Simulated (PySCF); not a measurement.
# B3LYP/STO-3G run of H3NO (SMILES NO)

Aim: the energy change on altering one bond length of H3NO at B3LYP/STO-3G, from 2 runs. Input form: a Python script.

The calculation is run with PySCF 2.14.0.

9 further runs of the same task are left out: 9 set aside as unsound or not needed.

## (1) The molecule

The species is H3NO (5 atoms), meant as a singlet with charge 0. As SMILES, `NO`. Geometry: relaxed at GFN2-xTB. This is one conformer, not always the lowest.

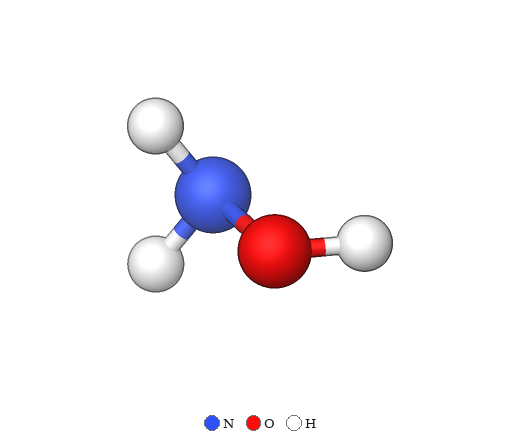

The structure, seen from a chosen angle (nitrogen blue, oxygen red, hydrogen white).

## (2) A single-point energy at B3LYP/STO-3G

File input.py:

```python
# hydroxylamine
from pyscf import gto, dft

mol = gto.M(
    atom='''
N     -0.338091    -0.692471    -0.591333
O      0.702468     1.274148     0.948189
H     -0.305701    -2.279274     0.501269
H     -2.185827    -0.216015    -0.859107
H      2.127151     1.913593     0.001002
''',
    basis='sto-3g',
    unit='bohr',
    max_memory=1860,
    verbose=3,
    spin=0,
)

myscf = dft.RKS(mol, xc='b3lyp')
myscf.conv_tol = 1e-10
myscf.grids.level = 5
myscf.kernel()
if not myscf.converged:
    myscf = myscf.newton().run(myscf.mo_coeff, myscf.mo_occ)

etot = myscf.e_tot
print(f'total energy: {etot:.8f} hartree')
```

Launch:

```
$ OMP_NUM_THREADS=1 python input.py
```

What it wrote:

```text
converged SCF energy = -129.908807125269
total energy: -129.90880713 hartree
```

It took 2.2 s on 1 thread of Arm Neoverse V1, shared host; peak memory 0.17 GiB.

## (3) The distorted shape, same level

File run.py:

```python
from pyscf import gto, dft

molecule = gto.M(
    atom='''
N       -1.535959      -0.975529       0.589301
O       -0.985319       0.065161       1.403981
H       -1.518819      -1.815229       1.167481
H       -2.513739      -0.723399       0.447601
H        1.125640       1.012630       0.000530
''',
    max_memory=1860,
    basis='sto-3g',
    verbose=3,
    charge=0,
)

calc0 = dft.RKS(molecule)
calc0.xc = 'b3lyp'
calc0.grids.level = 5
calc0.conv_tol = 1e-10
calc0.kernel()
if not calc0.converged:
    calc0 = calc0.newton().run(calc0.mo_coeff, calc0.mo_occ)

e_final = calc0.e_tot
print('E = %.10f Eh' % e_final)
```

Launch:

```
$ OMP_NUM_THREADS=1 python run.py
```

What it wrote:

```text
converged SCF energy = -129.679489148203
E = -129.6794891482 Eh
```

It took 3.9 s on 1 thread of Arm Neoverse V1, shared host; peak memory 0.17 GiB.

## (4) Summary of results

Level: B3LYP/STO-3G.

```
                                                         quantity          value
                                        first shape: total energy  -129.90881 Eh
                                       first shape: dipole moment         0.37 D
                                         first shape: HOMO energy       -3.67 eV
                                         first shape: LUMO energy        7.56 eV
                                       first shape: HOMO–LUMO gap       11.22 eV
                                    distorted shape: total energy  -129.67949 Eh
                                   distorted shape: dipole moment         2.80 D
                                     distorted shape: HOMO energy       -2.93 eV
                                     distorted shape: LUMO energy       -1.30 eV
                                   distorted shape: HOMO–LUMO gap        1.64 eV
energy change with the O2–H5 bond stretched from 0.966 to 2.706 Å       6.240 eV
```

**Reading.** One bond (distorted shape) is far stretched, which a spin-restricted single reference describes badly; a broken-symmetry solution may lie lower. With the O2–H5 bond stretched from 0.966 to 2.706 Å the energy rises by 6.24 eV (602 kJ/mol). The first shape isn't relaxed at this level, so the change isn't measured from a minimum. A restricted reference can't describe the breaking bond well at this length. The minimal basis adds a large error of its own.
